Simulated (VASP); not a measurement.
Band structure of Cu₃Au (L1_2). All values below come from revPBE GGA, VASP's PBE PAW potentials (set 64) (plane waves; VASP).

Unless said otherwise, spin-orbit coupling is left out, though it shifts the bands of the heavy elements here.

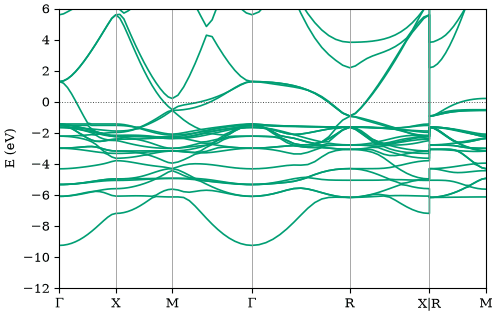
Bands along high-symmetry lines, zero at the valence-band maximum or, without a gap, the Fermi level

Problem. Read the plot: is there a gap, and where are the band edges?

Solution. It has no gap at this level: it comes out as a metal or semimetal. (Edges off the drawn lines would not show.)

The compound is Cu3Au in the L1_2 structure. It was relaxed first, which changed the volume by +5 %.
